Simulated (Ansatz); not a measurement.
**FH5SeSi2: rigid scan of one bond length in Python**

How does the energy of FH5SeSi2 change as one bond is stretched? A script is to give a rigid scan of one bond length; the system is FH5SeSi2. SMILES: F[SiH]([SiH3])[SeH].

Program: Ansatz 0.2.0 through its Python package. Level of theory: PBE0/def2-SVP. These are calculated values, not measurements.

## 1. Starting point

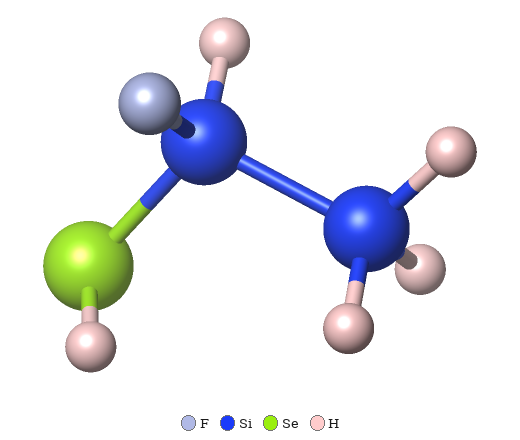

The starting structure, viewed from a chosen angle; fluorine light blue, silicon blue, selenium green, hydrogen pink.

fh5sesi2.xyz, read by the script:

```xyz
9

F    -1.70770    1.03100    0.91720
Si   -0.91610    0.33030   -0.35230
Si    1.24030    0.35750    0.09190
Se   -1.53990   -1.81470   -0.57060
H    -1.15710    1.05180   -1.62380
H     1.51470   -0.35990    1.35660
H     2.03360   -0.29010   -0.98720
H     1.76700    1.76350    0.24380
H    -1.14630   -2.11560    0.90730
```

## 2. Script

File scan_fh5sesi2.py:

```python
'''Stretching a bond of FH5SeSi2, the rest held rigid.'''

import ansatz as az
import matplotlib.pyplot as plt
import numpy as np


def main() -> None:
    fh5sesi2 = az.Crystal.molecule_from_extxyz('fh5sesi2.xyz')

    symbols = [site.symbol for site in fh5sesi2.cartesian_sites]
    start = np.array([site.position_ang for site in fh5sesi2.cartesian_sites])
    axis = (start[5] - start[2]) / np.linalg.norm(start[5] - start[2])
    moving = [5]
    lengths, energies = [1.26, 1.36, 1.48, 1.63, 1.85, 2.22, 2.66, 3.26], []
    for length in lengths:
        xyz = start.copy()
        xyz[moving] += (length - np.linalg.norm(start[5] - start[2])) * axis
        point = az.Crystal.molecule()
        for symbol, place in zip(symbols, xyz):
            point = point.atom(symbol, place.tolist())
        setup = (
            point.calculation()
            .basis(gaussian='def2-SVP')
            .functional('PBE0')
            .accuracy('medium')
        )
        r = setup.run(threads=1, backend='cpu').report
        energies.append(r['free_energy_ev'])
        print(f'r = {length:6.3f} A  E = {energies[-1]:.5f} eV  <S^2> = {abs(r["mean_field"]["state"]["spin_squared"]):.3f}')

    print('energy above the lowest point (eV):', [round(e - min(energies), 3) for e in energies])
    plt.figure(figsize=(4.5, 3))
    plt.plot(lengths, np.array(energies) - min(energies), 'o-')
    plt.xlabel('bond length (A)')
    plt.ylabel('E - E(min) (eV)')
    plt.tight_layout()
    plt.savefig('scan.png', dpi=100)


if __name__ == '__main__':
    main()
```

## 3. The calls as engine input

The engine receives this input (first run):

```yaml
crystal:
  periodic: [false, false, false]
  atoms:
    - { symbol: F, position_ang: [-1.7077, 1.031, 0.9172] }
    - { symbol: Si, position_ang: [-0.9161, 0.3303, -0.3523] }
    - { symbol: Si, position_ang: [1.2403, 0.3575, 0.0919] }
    - { symbol: Se, position_ang: [-1.5399, -1.8147, -0.5706] }
    - { symbol: H, position_ang: [-1.1571, 1.0518, -1.6238] }
    - { symbol: H, position_ang: [1.4739628632405657, -0.2533955469707796, 1.1688439618817186] }
    - { symbol: H, position_ang: [2.0336, -0.2901, -0.9872] }
    - { symbol: H, position_ang: [1.767, 1.7635, 0.2438] }
    - { symbol: H, position_ang: [-1.1463, -2.1156, 0.9073] }
accuracy: medium
basis:
  gaussian:
    orbitals: def2-SVP
hamiltonian:
  xc: pbe0
```

## 4. Launch

The run is started by

```console
> python scan_fh5sesi2.py
```

Log:

```text
r =  1.260 A  E = -83872.12562 eV  <S^2> = 0.000
r =  1.360 A  E = -83872.63667 eV  <S^2> = 0.000
r =  1.480 A  E = -83872.83902 eV  <S^2> = 0.000
r =  1.630 A  E = -83872.71271 eV  <S^2> = 0.000
r =  1.850 A  E = -83872.15620 eV  <S^2> = 0.000
r =  2.220 A  E = -83870.95204 eV  <S^2> = 0.000
r =  2.660 A  E = -83869.66833 eV  <S^2> = 0.000
r =  3.260 A  E = -83868.42234 eV  <S^2> = 0.000
energy above the lowest point (eV): [0.713, 0.202, 0.0, 0.126, 0.683, 1.887, 3.171, 4.417]
```

Wall time 45 s (1 thread of Arm Neoverse V1, shared host); peak memory 0.31 GiB.

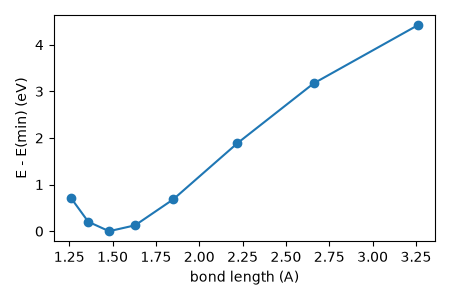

The script's own figure, scan.png.

## 5. What changed from run to run

The engine's inputs for some of the other runs:

Run 4, against run 1:

```diff
@@ -9 +9 @@
-    - { symbol: H, position_ang: [1.4739628632405657, -0.2533955469707796, 1.1688439618817186] }
+    - { symbol: H, position_ang: [1.5425781484778747, -0.4327855091764847, 1.4850894110057153] }
```

Run 5, against run 1:

```diff
@@ -9 +9 @@
-    - { symbol: H, position_ang: [1.4739628632405657, -0.2533955469707796, 1.1688439618817186] }
+    - { symbol: H, position_ang: [1.583376426186545, -0.5394498110285256, 1.6731272456199837] }
```

Run 8, against run 1:

```diff
@@ -9 +9 @@
-    - { symbol: H, position_ang: [1.4739628632405657, -0.2533955469707796, 1.1688439618817186] }
+    - { symbol: H, position_ang: [1.8448562969557496, -1.2230710183529694, 2.8782788220114304] }
```

## 6. Run by run

The 8 runs, in the order started:

| run | distance (Å) | energy from run 3 (eV) | SCF cycles | CPU time (s) |
| --- | --- | --- | --- | --- |
| 1 | 1.26 | 0.7134 | 16 | 5 |
| 2 | 1.36 | 0.2024 | 16 | 5 |
| 3 | 1.48 | 0.0000 | 16 | 5.1 |
| 4 | 1.63 | 0.1263 | 16 | 6.3 |
| 5 | 1.85 | 0.6828 | 16 | 6 |
| 6 | 2.22 | 1.8870 | 16 | 5.1 |
| 7 | 2.66 | 3.1707 | 17 | 5.2 |
| 8 | 3.26 | 4.4167 | 18 | 5.8 |

## 7. Results

| quantity | value |
| --- | --- |
| runs compared | 8 |
| range of energy | 4.417 eV |
| lowest point, distance (Å) | 1.48 |

**Reading.** The curve has its lowest point inside the range, at 1.48. The ends stand 0.713 and 4.42 eV above it. The distance scanned is the script's pair 2, 5. Notes:
- The rest of the molecule is held rigid at a force-field or estimated start geometry, and the basis set is modest; single-reference methods fail as a bond breaks.
- The orbitals are restricted, so S² is zero by construction.
- Toward dissociation an unrestricted state lies under the restricted one, by 1 to 2 eV or more.
